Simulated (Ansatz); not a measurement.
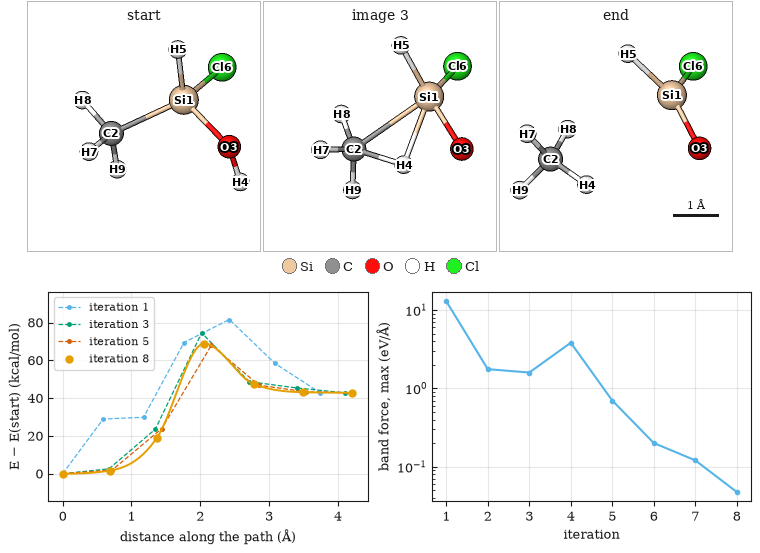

NEB run on CH$_{5}$ClOSi. Images are numbered from 0 (start) to 6 (end). The plot follows the band through its iterations. A ball-and-stick model, seen at a tilt.

Level of theory: UKS PBE0-D4/6-31G* (Ansatz 0.2.0). Run with 5 movable images; climbing image; force threshold 0.05 eV/Å; iteration limit 60; starting path through a guess of the saddle point.

> Judge this run.

The run is converged, with reservations. The band converged in 8 iterations. The largest component of the band force went from 13 to 0.048 eV/Å. The climbing image converged on the top of the path. Its vibrational analysis gives 2 imaginary modes over 30i cm⁻¹, so it isn't confirmed as a transition state. The first iteration put the highest image at 81.6 kcal/mol. Forward barrier 68.9 kcal/mol, backward barrier 26.1 kcal/mol, with image 3 at the top; the reaction energy is +42.8 kcal/mol.

Cost: 2.2 min on 2 threads of Arm Neoverse V1, on a shared host, peak memory 0.22 GiB.
